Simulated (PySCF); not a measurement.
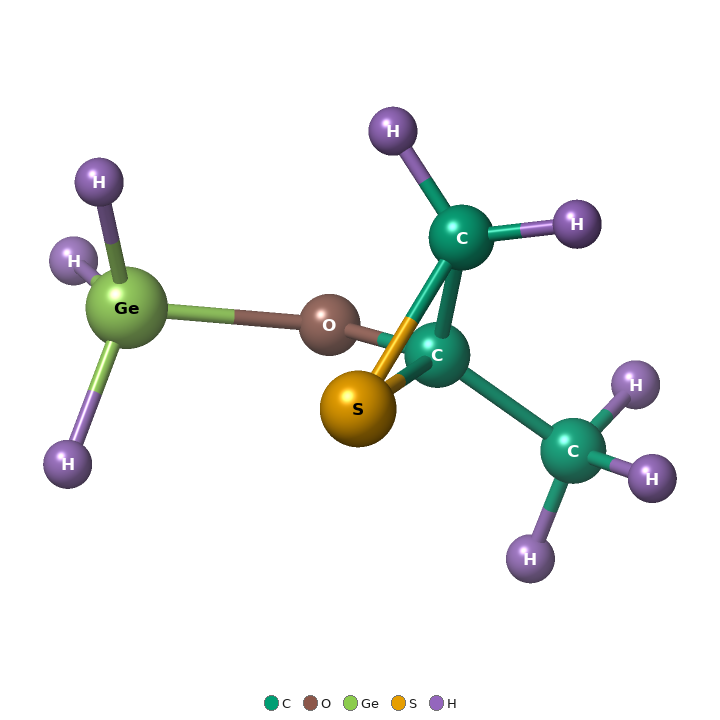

The computed structure is the end point of a GFN2-xTB optimisation. No frequency run is at hand to confirm it as a minimum. Level of theory: PBE0/def2-SVPD, gas phase (PySCF 2.14.0). Excitations: vertical, linear response.

**What is the mean static polarisability?**

86.7 bohr³.

**Estimate the HOMO energy (Kohn–Sham orbital).**

−6.76 eV.

**Give the brightest of the 8 lowest singlets at this level.**

6.21 eV.

**What is the lowest vertical singlet excitation?**

5.04 eV.

The geometry is semi-empirical. Around Ge such bond lengths and angles can be off by a tenth of an ångström or more and by several degrees, and values that hang on the shape move with them.
